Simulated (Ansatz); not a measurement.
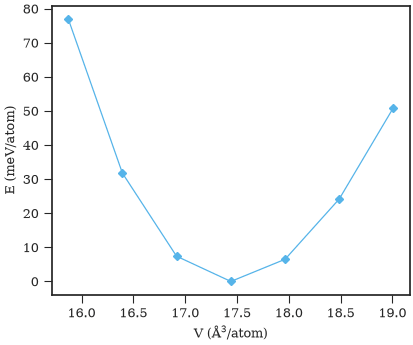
AgAu3 (Cu3Au type, space group No. 221) under volume change, r²SCAN in the plane-wave PAW code Ansatz, scaled uniformly.

Q: What does a third-order Birch–Murnaghan fit give for V₀, B₀ and B′?

A: V₀ = 17.44 Å³/atom, B₀ = 141 GPa, B′ = 5.9.

Space group Pm-3m (Cu3Au type). The first step of the workflow began from a Materials Project structure, measured or hypothetical; the Crystallography Open Database copy checked does not list it. Its standing as an ambient phase is unchecked. The cell was relaxed with r²SCAN under the symmetry of its start; its stability against distortions is not shown here. The run is not spin-polarised. Spin–orbit coupling is left out wherever it is not named.

Potentials: the later of the program's two PAW sets.
